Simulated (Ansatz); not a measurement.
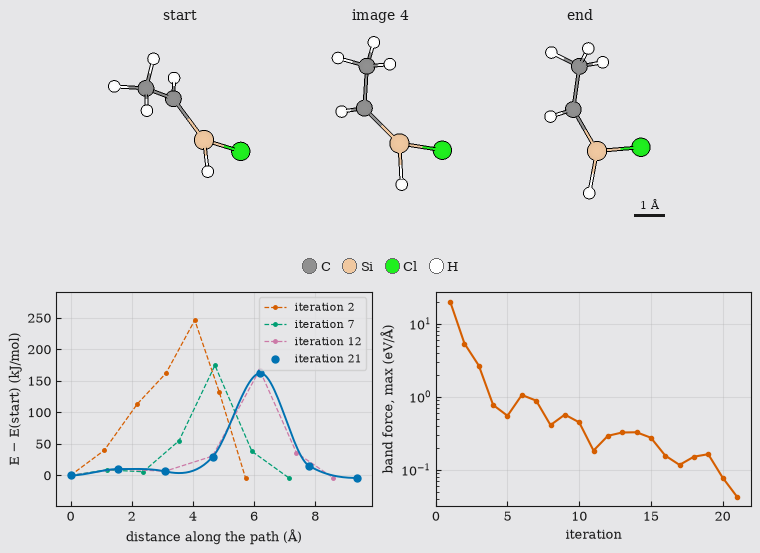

A nudged-elastic-band calculation for C₂H₅ClSi. Images are numbered from 0 (start) to 6 (end). The plot follows the band through its iterations. A ball-and-stick model, seen from a free direction.

The calculation used RKS PBE-D4/def2-SVP (Ansatz). Set-up: 5 movable images; climbing image; force threshold 0.05 eV/Å; iteration limit 59; starting path through a guess of the saddle point.

Did the band converge, and can the barrier be trusted?

The run is converged, with reservations. The band converged in 21 iterations. The largest component of the band force went from 20 to 0.043 eV/Å. The climbing image converged on the top of the path. Its vibrational analysis gives one imaginary mode (880i cm⁻¹), as a transition state must have. The first iteration put the highest image at 846.2 kJ/mol. Forward barrier 162.2 kJ/mol, backward barrier 166.2 kJ/mol, with image 4 at the top; the reaction energy is −4.0 kJ/mol.
